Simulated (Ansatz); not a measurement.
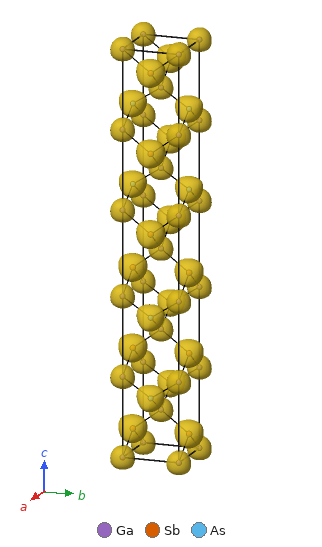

The picture shows: Ga$_{5}$Sb$_{3}$As$_{2}$. Isosurface of the valence charge density (pseudo) at 0.5 e/Å³ (yellow), seen slightly off an axis. Sticks mark near contacts.

Space group I-4m2; a structure generated by program, which may or may not match a known phase.

Method: DFT PBE, scalar-relativistic, plane waves, PAW (Ansatz 0.2.0).

Core electrons are frozen (PAW), and the valence fields are smoothed inside the atomic spheres.

**Which contacts does the surface bridge?**

At this value the density breaks into separate islands; it holds about 75 % of the electrons treated as valence (semicore included). It bridges none of the near contacts. It is pinched off along the sampled Ga–As (2.54 Å) and Ga–Sb (2.66 Å) contacts. On the grid the lowest density along these lines, outside the cores, is 0.41 e/Å³ (Ga–As, 2.54 Å) and 0.4 e/Å³ (Ga–Sb, 2.66 Å).

**Which way does charge flow, and how much by Bader's partition?**

Electrons move from Ga towards Sb and As. Bader charges: Ga +0.32 to +0.49, Sb −0.33 and As −0.64 e.
